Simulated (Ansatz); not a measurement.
**BFH₂S: an energy map over bond length B2–S3 and dihedral F1–B2–S3–H5**

How does the energy of BFH₂S, SMILES FBS change over two coordinates at once? A grid of runs gives the map.

Computed with Ansatz 0.2.0. Level: RKS PBE0-D4/def2-TZVP.

## Step 1: The starting structure

SMILES `FBS`, 5 atoms, charge 0, spin multiplicity 1.

Atoms are counted from 1 here; the program's logs count them from 0.

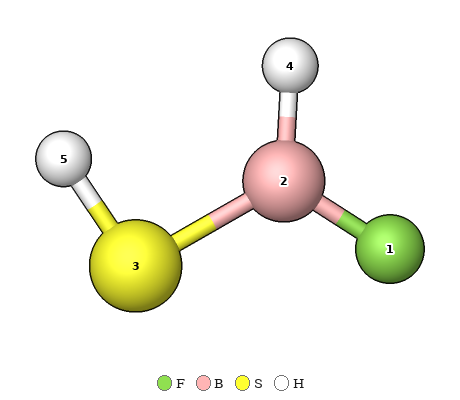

As it starts; fluorine green, boron pink, sulfur yellow, hydrogen white; atoms are numbered from 1 in the order of the file.

As a file:

```xyz
5

F    -1.1276   -0.9127   -1.0793
B    -0.4136   -0.3399   -0.1097
S     0.9801    0.7044   -0.5904
H    -0.7194   -0.5360    1.0493
H     1.3303    1.0106    0.6887
```

This geometry comes from a loose relaxation at PBE in a small basis, which is not shown.

## Step 2: Geometry optimisation

File input.yaml:

```yaml
crystal:
  periodic: [false, false, false]
  atoms:
    - { symbol: F, position_ang: [-1.127599, -0.91273, -1.079307] }
    - { symbol: B, position_ang: [-0.413607, -0.339854, -0.10972] }
    - { symbol: S, position_ang: [0.980146, 0.704434, -0.590448] }
    - { symbol: H, position_ang: [-0.719385, -0.536019, 1.049332] }
    - { symbol: H, position_ang: [1.330344, 1.01057, 0.688743] }
basis:
  gaussian: { orbitals: def2-TZVP }
hamiltonian:
  xc: pbe0
  dispersion: d4
output:
  forces: true
relax:
  f_tol: 0.003
  max_steps: 120
```

On the command line:

```
$ ansatz run input.yaml --threads 1 --pin off --max-ram 2560MiB --backend cpu --events-out ev --progress --plain --runs-dir out
```

The log of the run:

```text
Warning: RAYON_NUM_THREADS=1 ignored (pool sized by the plan → 1); use --threads N
The last accepted step is kept in <dir> (removed where the run ends without a failure and the disk answers)
Engine: ansatz 0.2.0, aarch64-unknown-linux-gnu
Functional definition: PBE0
  parameter a = 0.25
  parameter kappa = 0.804
  parameter beta = 0.06672455060314922
  exchange = (1 - a)*pbe_x(kappa = kappa, mu = beta*pi^2/3) + a*exact_x
  correlation = pbe_c(beta = beta)
684 factors; their error is unknown
mean field evaluation 1: about -14256.2430 eV, gradient 2.8e1 eV
mean field evaluation 2: about -14255.4232 eV, gradient 3.9e1 eV
mean field evaluation 4: about -14257.6014 eV, gradient 9.4e-1 eV
mean field evaluation 8: about -14257.6362 eV, gradient 2.6e-2 eV
mean field -14257.63616604 eV, -523.9584649291 hartree, gradient 4.0e-5 eV, S^2 0.000000; 0 other end points of the search recorded, 0 dependent functions left out
the calculation of the forces begins
reference -14257.63618971 eV, -523.9584657989 hartree; 16, 16 occupied and 95, 95 virtual orbitals, 684 factors
relax step   1: F+E_penalty+E_count = -14257.69150189 eV  Δ(F+E_penalty+E_count) = +0.000e0 eV  max|allowed force component| = 5.462e-1 eV/Å  Δτ_max = 0.0000 Å  (24 SCF iters, accepted)
these checks for a lower state are left out or cut short: starts, cluster_reference, orbital_swaps, neighbouring_geometries, increment
684 factors; their error is unknown
mean field evaluation 16: about -14257.6162 eV, gradient 1.6e-3 eV
mean field -14257.64942769 eV, -523.9589522856 hartree, gradient 1.5e-5 eV, S^2 0.000000; 0 other end points of the search recorded, 0 dependent functions left out
the calculation of the forces begins
reference -14257.64945130 eV, -523.9589531533 hartree; 16, 16 occupied and 95, 95 virtual orbitals, 684 factors
relax step   2: F+E_penalty+E_count = -14257.70477629 eV  Δ(F+E_penalty+E_count) = -1.327e-2 eV  max|allowed force component| = 2.238e-1 eV/Å  Δτ_max = 0.0127 Å  (30 SCF iters, accepted)
these checks for a lower state are left out or cut short: starts, cluster_reference, orbital_swaps, neighbouring_geometries, increment
684 factors; their error is unknown
mean field -14257.65125354 eV, -523.9590193846 hartree, gradient 1.5e-5 eV, S^2 0.000000; 0 other end points of the search recorded, 0 dependent functions left out
the calculation of the forces begins
reference -14257.65127712 eV, -523.9590202509 hartree; 16, 16 occupied and 95, 95 virtual orbitals, 684 factors
relax step   3: F+E_penalty+E_count = -14257.70662093 eV  Δ(F+E_penalty+E_count) = -1.845e-3 eV  max|allowed force component| = 1.842e-2 eV/Å  Δτ_max = 0.0061 Å  (30 SCF iters, accepted)
these checks for a lower state are left out or cut short: starts, cluster_reference, orbital_swaps, neighbouring_geometries, increment
684 factors; their error is unknown
mean field evaluation 32: about -14257.6513 eV, gradient 1.3e-4 eV
mean field -14257.65127110 eV, -523.9590200297 hartree, gradient 5.3e-6 eV, S^2 0.000000; 0 other end points of the search recorded, 0 dependent functions left out
the calculation of the forces begins
reference -14257.65129467 eV, -523.9590208960 hartree; 16, 16 occupied and 95, 95 virtual orbitals, 684 factors
relax step   4: F+E_penalty+E_count = -14257.70664130 eV  Δ(F+E_penalty+E_count) = -2.038e-5 eV  max|allowed force component| = 9.884e-4 eV/Å  Δτ_max = 0.0014 Å  (23 SCF iters, accepted)
684 factors; their error is unknown
mean field -14257.65127110 eV, -523.9590200297 hartree, gradient 5.8e-6 eV, S^2 0.000000; 1 other end points of the search recorded, 0 dependent functions left out
the calculation of the forces begins
reference -14257.65129467 eV, -523.9590208960 hartree; 16, 16 occupied and 95, 95 virtual orbitals, 684 factors
Total energy: -14257.70666488 eV, -523.9610557135 hartree
Atom 0 at    -1.119110    -0.905892    -1.069197 Å, force    -0.000893    -0.000936    -0.000487 eV/Å
Atom 1 at    -0.412799    -0.339131    -0.106109 Å, force    -0.000478    -0.000232    -0.000053 eV/Å
Atom 2 at     0.972371     0.698630    -0.579389 Å, force     0.000703     0.000855     0.000988 eV/Å
Atom 3 at    -0.712015    -0.530923     1.033685 Å, force     0.000780     0.000714    -0.000192 eV/Å
Atom 4 at     1.321453     1.003716     0.679611 Å, force    -0.000112    -0.000401    -0.000255 eV/Å
Dipole moment:     0.131343     0.108873     0.288716 e Å
```

Run time: 11 s. Hardware: 1 thread of Arm Neoverse V2, shared host; peak memory 0.16 GiB.

Step by step:

| step | energy from step 1 (eV) | largest force component (eV/Å) |
| --- | --- | --- |
| 1 | 0.0000 | 0.5462 |
| 2 | -0.0133 | 0.2238 |
| 3 | -0.0151 | 0.0184 |
| 4 | -0.0151 | 0.0010 |

Close pairs (by a distance rule), those that changed most:

```
 bond  before (Å)  after (Å)  change (Å)
B2–H4       1.215      1.194      -0.021
S3–H5       1.361      1.342      -0.019
B2–S3       1.807      1.794      -0.012
F1–B2       1.333      1.322      -0.011
```

## Step 3: Plan of the scan

The axes are (1) bond length B2–S3: 13 values from 1.507 to 2.333 Å; (2) dihedral F1–B2–S3–H5: 12 values from −180 to 150 °, periodic.

Nothing else is relaxed (all other coordinates rigid). Energies count from the relaxed molecule at the same level. Points are written as (first, second).

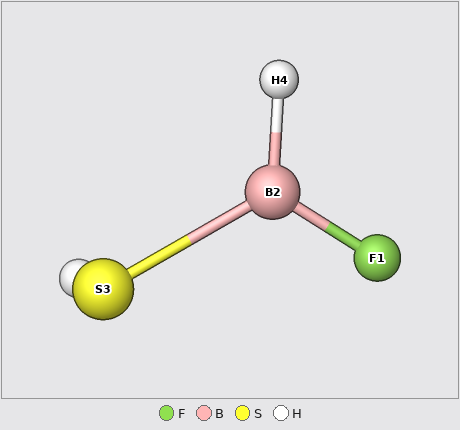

The geometry at (2.058 Å, −90°).

Below, 2 of the grid's runs; all are launched alike.

## Step 4: Grid point (2.058 Å, −90°)

File input.yaml:

```yaml
crystal:
  periodic: [false, false, false]
  atoms:
    - { symbol: F, position_ang: [-1.11911, -0.905892, -1.069197] }
    - { symbol: B, position_ang: [-0.412799, -0.339131, -0.106109] }
    - { symbol: S, position_ang: [1.175912, 0.851122, -0.648935] }
    - { symbol: H, position_ang: [-0.712015, -0.530923, 1.033685] }
    - { symbol: H, position_ang: [2.072336, -0.147092, -0.645748] }
basis:
  gaussian: { orbitals: def2-TZVP }
hamiltonian:
  xc: pbe0
  dispersion: d4
output:
  forces: true
```

On the command line:

```
$ ansatz run input.yaml --threads 1 --pin off --max-ram 2560MiB --backend cpu --events-out ev --progress --plain --runs-dir out
```

The log of the run:

```text
Warning: RAYON_NUM_THREADS=1 ignored (pool sized by the plan → 1); use --threads N
[... 7 set-up lines as earlier in the session ...]
684 factors; their error is unknown
mean field evaluation 1: about -14255.5909 eV, gradient 2.7e1 eV
mean field evaluation 2: about -14254.7444 eV, gradient 3.8e1 eV
mean field evaluation 4: about -14256.7401 eV, gradient 9.8e-1 eV
mean field evaluation 8: about -14256.7748 eV, gradient 1.7e-1 eV
mean field -14256.77482597 eV, -523.9268112653 hartree, gradient 5.5e-5 eV, S^2 0.000000; 0 other end points of the search recorded, 0 dependent functions left out
the calculation of the forces begins
reference -14256.77485119 eV, -523.9268121921 hartree; 16, 16 occupied and 95, 95 virtual orbitals, 684 factors
Total energy: -14256.82910437 eV, -523.9288059598 hartree
Atom 0 at    -1.119110    -0.905892    -1.069197 Å, force     0.532722     0.494581     0.655973 eV/Å
Atom 1 at    -0.412799    -0.339131    -0.106109 Å, force     1.416866     0.694382    -1.261448 eV/Å
Atom 2 at     1.175912     0.851122    -0.648935 Å, force    -1.906621    -1.140684     0.599569 eV/Å
Atom 3 at    -0.712015    -0.530923     1.033685 Å, force     0.052823     0.114313    -0.046657 eV/Å
Atom 4 at     2.072336    -0.147092    -0.645748 Å, force    -0.095791    -0.162593     0.052562 eV/Å
Dipole moment:    -0.022307    -0.216318     0.186955 e Å
```

Wall time 2.3 s (1 thread of Arm Neoverse V2, shared host); peak memory 0.15 GiB.

Energy on the map's scale: 85 kJ/mol.

## Step 5: Grid point (1.782 Å, −180°)

File input.yaml:

```yaml
crystal:
  periodic: [false, false, false]
  atoms:
    - { symbol: F, position_ang: [-1.11911, -0.905892, -1.069197] }
    - { symbol: B, position_ang: [-0.412799, -0.339131, -0.106109] }
    - { symbol: S, position_ang: [0.962849, 0.691496, -0.576136] }
    - { symbol: H, position_ang: [-0.712015, -0.530923, 1.033685] }
    - { symbol: H, position_ang: [1.312187, 0.996246, 0.682875] }
basis:
  gaussian: { orbitals: def2-TZVP }
hamiltonian:
  xc: pbe0
  dispersion: d4
output:
  forces: true
```

On the command line:

```
$ ansatz run input.yaml --threads 1 --pin off --max-ram 2560MiB --backend cpu --events-out ev --progress --plain --runs-dir out
```

The log of the run:

```text
Warning: RAYON_NUM_THREADS=1 ignored (pool sized by the plan → 1); use --threads N
[... 7 set-up lines as earlier in the session ...]
684 factors; their error is unknown
mean field evaluation 1: about -14256.1947 eV, gradient 2.8e1 eV
mean field evaluation 2: about -14255.4429 eV, gradient 3.9e1 eV
mean field evaluation 4: about -14257.6143 eV, gradient 9.7e-1 eV
mean field evaluation 8: about -14257.6495 eV, gradient 2.6e-2 eV
mean field -14257.64950108 eV, -523.9589549827 hartree, gradient 3.6e-5 eV, S^2 0.000000; 0 other end points of the search recorded, 0 dependent functions left out
the calculation of the forces begins
reference -14257.64952462 eV, -523.9589558480 hartree; 16, 16 occupied and 95, 95 virtual orbitals, 684 factors
Total energy: -14257.70495344 eV, -523.9609928193 hartree
Atom 0 at    -1.119110    -0.905892    -1.069197 Å, force    -0.033094    -0.025888    -0.023761 eV/Å
Atom 1 at    -0.412799    -0.339131    -0.106109 Å, force    -0.176066    -0.131095     0.086197 eV/Å
Atom 2 at     0.962849     0.691496    -0.576136 Å, force     0.211452     0.158800    -0.060059 eV/Å
Atom 3 at    -0.712015    -0.530923     1.033685 Å, force    -0.008795    -0.006645     0.001221 eV/Å
Atom 4 at     1.312187     0.996246     0.682875 Å, force     0.006503     0.004829    -0.003598 eV/Å
Dipole moment:     0.138030     0.113850     0.287254 e Å
```

It took 2.1 s on 1 thread of Arm Neoverse V2, shared host; peak memory 0.15 GiB.

On the map this point reads 0.17 kJ/mol.

## Step 6: The map

91 points were computed, 65 more follow by symmetry. Energies in kJ/mol, from the relaxed molecule at the same level:

```tsv
dihedral F1–B2–S3–H5 (°) ↓, bond length B2–S3 (Å) →	1.507	1.576	1.645	1.714	1.782	1.851	1.920	1.989	2.058	2.126	2.195	2.264	2.333
150	163	91	47	23	13	15	24	39	58	79	102	126	151
120	213	136	86	57	43	41	47	59	75	94	115	137	160
90	245	163	109	77	61	56	60	70	85	102	122	143	165
60	215	137	87	58	44	42	47	59	75	94	115	137	160
30	164	93	48	24	14	15	25	39	58	79	102	126	151
0	143	73	31	8	1	4	14	30	50	72	96	121	146
−30	164	93	48	24	14	15	25	39	58	79	102	126	151
−60	215	137	87	58	44	42	47	59	75	94	115	137	160
−90	245	163	109	77	61	56	60	70	85	102	122	143	165
−120	213	136	86	57	43	41	47	59	75	94	115	137	160
−150	163	91	47	23	13	15	24	39	58	79	102	126	151
−180	142	73	30	8	0	3	14	30	50	72	96	121	146
```

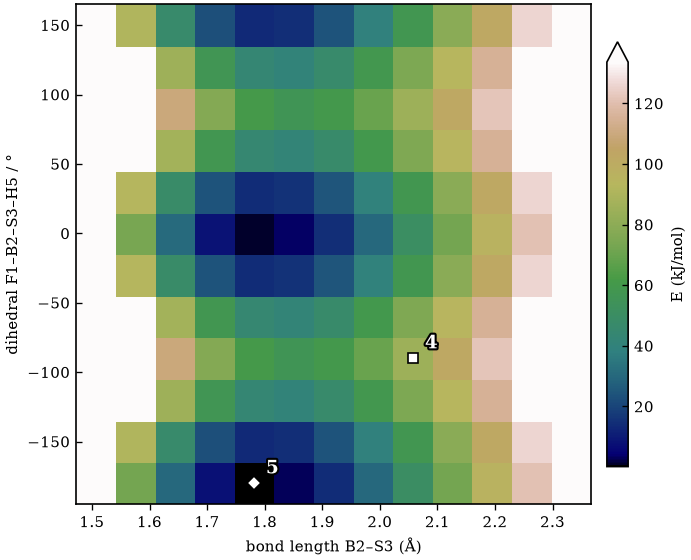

The map; numbers mark the steps of this session that print a point's run. In the figure: one coloured cell a grid point, one colour for all values above the top of the scale.

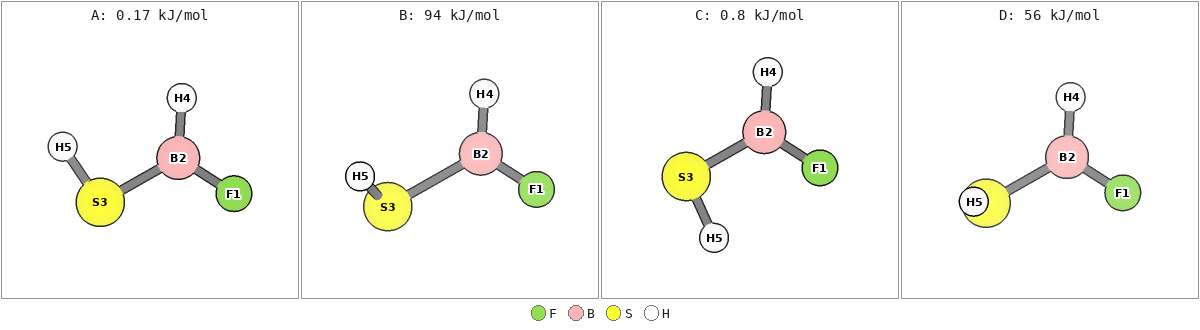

Structures on the grid, at one scale: A at (1.782 Å, −180°); B at (2.126 Å, 120°); C at (1.782 Å, 0°); D at (1.851 Å, 90°).

The dipole moment (D) at each point:

| dihedral F1–B2–S3–H5 (°) ↓, bond length B2–S3 (Å) → | 1.507 | 1.576 | 1.645 | 1.714 | 1.782 | 1.851 | 1.920 | 1.989 | 2.058 | 2.126 | 2.195 | 2.264 | 2.333 |
| --- | --- | --- | --- | --- | --- | --- | --- | --- | --- | --- | --- | --- | --- |
| 150 | 1.98 | 1.86 | 1.74 | 1.63 | 1.54 | 1.49 | 1.46 | 1.48 | 1.53 | 1.62 | 1.73 | 1.87 | 2.02 |
| 120 | 1.71 | 1.59 | 1.48 | 1.39 | 1.34 | 1.32 | 1.34 | 1.39 | 1.48 | 1.60 | 1.73 | 1.88 | 2.04 |
| 90 | 1.41 | 1.29 | 1.19 | 1.12 | 1.09 | 1.11 | 1.17 | 1.26 | 1.38 | 1.51 | 1.66 | 1.82 | 1.98 |
| 60 | 1.27 | 1.12 | 0.98 | 0.87 | 0.80 | 0.78 | 0.83 | 0.93 | 1.07 | 1.24 | 1.41 | 1.60 | 1.78 |
| 30 | 1.20 | 1.05 | 0.88 | 0.71 | 0.55 | 0.44 | 0.43 | 0.54 | 0.71 | 0.90 | 1.11 | 1.33 | 1.54 |
| 0 | 1.17 | 1.01 | 0.84 | 0.65 | 0.45 | 0.26 | 0.16 | 0.31 | 0.52 | 0.75 | 0.98 | 1.22 | 1.44 |
| −30 | 1.20 | 1.05 | 0.88 | 0.71 | 0.55 | 0.44 | 0.43 | 0.54 | 0.71 | 0.90 | 1.11 | 1.33 | 1.54 |
| −60 | 1.27 | 1.12 | 0.98 | 0.87 | 0.80 | 0.78 | 0.83 | 0.93 | 1.07 | 1.24 | 1.41 | 1.60 | 1.78 |
| −90 | 1.41 | 1.29 | 1.19 | 1.12 | 1.09 | 1.11 | 1.17 | 1.26 | 1.38 | 1.51 | 1.66 | 1.82 | 1.98 |
| −120 | 1.71 | 1.59 | 1.48 | 1.39 | 1.34 | 1.32 | 1.34 | 1.39 | 1.48 | 1.60 | 1.73 | 1.88 | 2.04 |
| −150 | 1.98 | 1.86 | 1.74 | 1.63 | 1.54 | 1.49 | 1.46 | 1.48 | 1.53 | 1.62 | 1.73 | 1.87 | 2.02 |
| −180 | 2.07 | 1.95 | 1.83 | 1.72 | 1.63 | 1.55 | 1.52 | 1.52 | 1.56 | 1.63 | 1.74 | 1.86 | 2.01 |

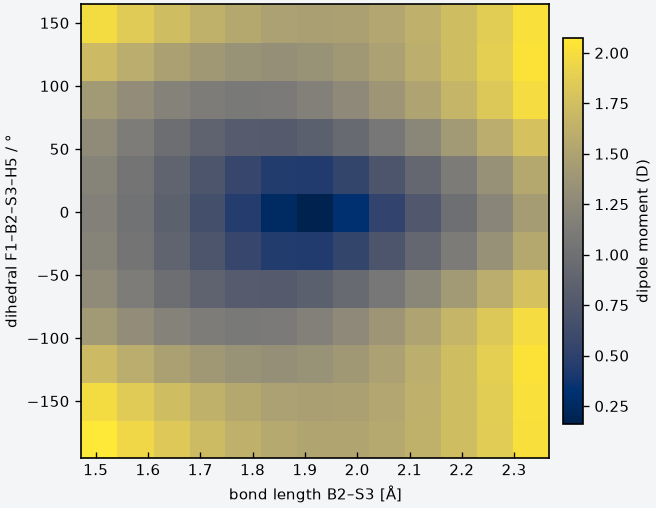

The dipole moment over the grid. The picture shows one coloured cell a grid point.

The largest force on an atom (eV/Å) at each point:

```
dihedral F1–B2–S3–H5 (°) ↓, bond length B2–S3 (Å) →  1.507  1.576  1.645  1.714  1.782  1.851  1.920  1.989  2.058  2.126  2.195  2.264  2.333
                                                150   13.0    8.4    4.9    2.4    0.6    0.9    1.8    2.5    2.9    3.2    3.4    3.5    3.5
                                                120   14.2    9.4    5.8    3.2    1.3    0.5    1.3    2.0    2.5    2.9    3.1    3.2    3.3
                                                 90   15.0   10.1    6.4    3.7    1.7    0.5    1.1    1.7    2.3    2.7    2.9    3.1    3.2
                                                 60   14.2    9.4    5.9    3.2    1.4    0.6    1.3    2.0    2.6    2.9    3.1    3.2    3.3
                                                 30   13.0    8.4    5.0    2.5    0.8    0.9    1.8    2.5    3.0    3.2    3.4    3.5    3.5
                                                  0   12.6    8.0    4.6    2.1    0.4    1.1    2.0    2.7    3.1    3.4    3.5    3.6    3.6
                                                −30   13.0    8.4    5.0    2.5    0.8    0.9    1.8    2.5    3.0    3.2    3.4    3.5    3.5
                                                −60   14.2    9.4    5.9    3.2    1.4    0.6    1.3    2.0    2.6    2.9    3.1    3.2    3.3
                                                −90   15.0   10.1    6.4    3.7    1.7    0.5    1.1    1.7    2.3    2.7    2.9    3.1    3.2
                                               −120   14.2    9.4    5.8    3.2    1.3    0.5    1.3    2.0    2.5    2.9    3.1    3.2    3.3
                                               −150   13.0    8.4    4.9    2.4    0.6    0.9    1.8    2.5    2.9    3.2    3.4    3.5    3.5
                                               −180   12.6    8.0    4.6    2.1    0.3    1.1    2.0    2.7    3.1    3.4    3.5    3.6    3.6
```

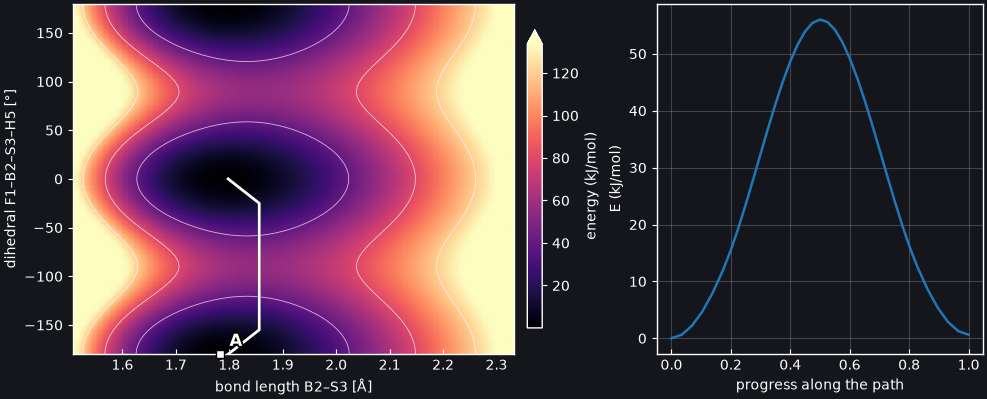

The easiest path on the interpolated surface, from A. Drawn: a smooth colour map, a line along the lowest path, one colour for all values above the top of the scale, the energy along the path at the right. Between grid points the surface is interpolated.

## Step 7: Results

| quantity | value |
| --- | --- |
| lowest point | (1.782 Å, −180°), 0.17 kJ/mol |
| highest computed point | (1.507 Å, −90°), 245 kJ/mol above the lowest |
| dipole moment (D) | 0.16 at (1.920 Å, 0°) to 2.07 at (1.507 Å, −180°); 1.63 at the lowest point |
| largest force on an atom (eV/Å) | 0.3 at (1.782 Å, −180°) to 15.0 at (1.507 Å, −90°); 0.3 at the lowest point |
| time for the whole task | 3.7 min on 1 thread, shared host |

**Reading.** The lowest computed point is at (1.782 Å, −180°), 0.17 kJ/mol from the relaxed molecule at the same level; the map holds 2 wells of about this depth. The grid is coarse, so the lowest point of the scanned range may lie between grid points; coordinates that were held can hide deeper minima. The grid shows no other well, apart from its symmetry copies. The highest computed point, (1.507 Å, −90°), lies 245 kJ/mol above the lowest. On the interpolated surface the easiest way out of the lowest well to the well at (1.782 Å, 0°) passes a barrier of about 56 kJ/mol. Round the minimum the two coordinates are nearly uncoupled.
